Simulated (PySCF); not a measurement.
System: Al4H8P4 ((HAlPH)4 cubane).

```json
{"atom": "Al", "x (Å)": "-1.7192", "y (Å)": "1.0418", "z (Å)": "0.6654"}
{"atom": "H", "x (Å)": "-3.0064", "y (Å)": "1.8255", "z (Å)": "1.1513"}
{"atom": "P", "x (Å)": "-0.2768", "y (Å)": "-0.3371", "z (Å)": "2.0322"}
{"atom": "Al", "x (Å)": "1.6928", "y (Å)": "0.6866", "z (Å)": "1.0678"}
{"atom": "H", "x (Å)": "2.9510", "y (Å)": "1.2089", "z (Å)": "1.8733"}
{"atom": "P", "x (Å)": "0.2503", "y (Å)": "2.0262", "z (Å)": "-0.3372"}
{"atom": "Al", "x (Å)": "0.2764", "y (Å)": "0.3365", "z (Å)": "-2.0676"}
{"atom": "H", "x (Å)": "0.4901", "y (Å)": "0.5961", "z (Å)": "-3.6147"}
{"atom": "P", "x (Å)": "-1.6616", "y (Å)": "-0.6773", "z (Å)": "-1.0366"}
{"atom": "Al", "x (Å)": "-0.2576", "y (Å)": "-2.0743", "z (Å)": "0.3503"}
{"atom": "H", "x (Å)": "-0.4449", "y (Å)": "-3.6254", "z (Å)": "0.6066"}
{"atom": "P", "x (Å)": "1.6818", "y (Å)": "-1.0227", "z (Å)": "-0.6427"}
{"atom": "H", "x (Å)": "-0.4703", "y (Å)": "-0.5656", "z (Å)": "3.4156"}
{"atom": "H", "x (Å)": "0.4299", "y (Å)": "3.4112", "z (Å)": "-0.5672"}
{"atom": "H", "x (Å)": "-2.7960", "y (Å)": "-1.1322", "z (Å)": "-1.7510"}
{"atom": "H", "x (Å)": "2.8261", "y (Å)": "-1.7322", "z (Å)": "-1.0793"}
```

Geometry: PBE0-D3(BJ)/def2-SVP.

Theory: PBE0/pcSseg-1 Al:pcSseg-2, SCF density, gas phase, non-relativistic (PySCF).

Predict the electron density and electron localisation function between the atoms.

Al–P (2.42 Å): ρ is about 0.49 e/Å³ halfway; the ELF peaks at about 0.95 between the atoms: a shared electron pair.
P–H (1.42 Å): ρ is about 1 e/Å³ halfway; the ELF climbs to about 1 towards the hydrogen, as it does in any bond to H.
Al–H (1.58 Å): ρ at the midpoint is about 0.57 e/Å³; the ELF climbs to about 1 towards the hydrogen.

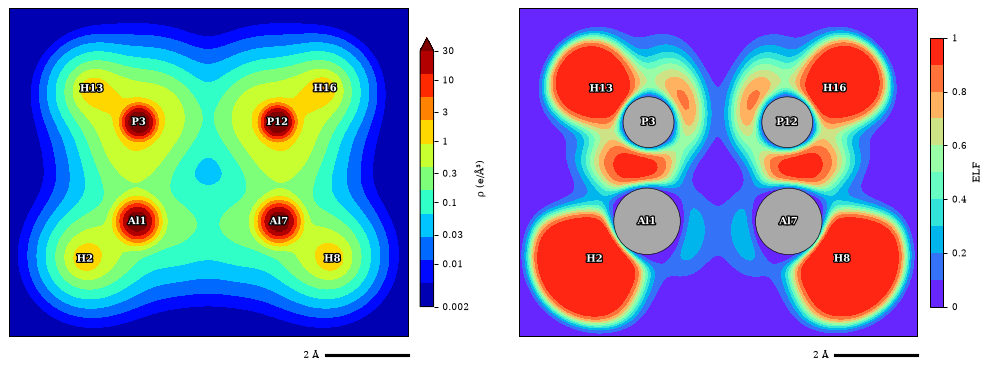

Computed electron density and electron localisation function on the plane of atoms H8, Al7 and P12, in this order. Grey discs cover the atomic cores in the ELF map. 
